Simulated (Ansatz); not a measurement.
Start from SrTe in the rock salt structure (space group Fm-3m, No. 225; a = 6.607 Å).

Modification: the cell is scaled by 0.9850 in all directions; the atoms relax in the strained cell.

Method: PBEsol, PAW, 420 eV (Ansatz, a first-principles code; without spin-orbit coupling).

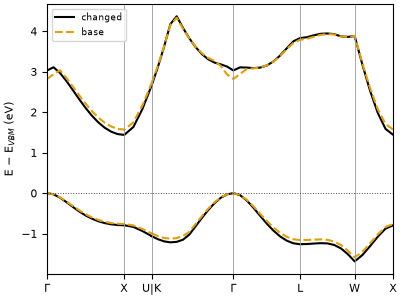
Fig. 1. Highest valence and lowest conduction band along the path, each from its own valence-band maximum

**Question.** Read the changed gap and its character from the plot.

**Answer.** About 1.4 eV, indirect, Γ → X.

Spin-orbit coupling, missing from the scalar runs, can matter with Te. Gaps are read on the SCF mesh and a high-symmetry path. Whether these cells are dynamically stable was not tested.
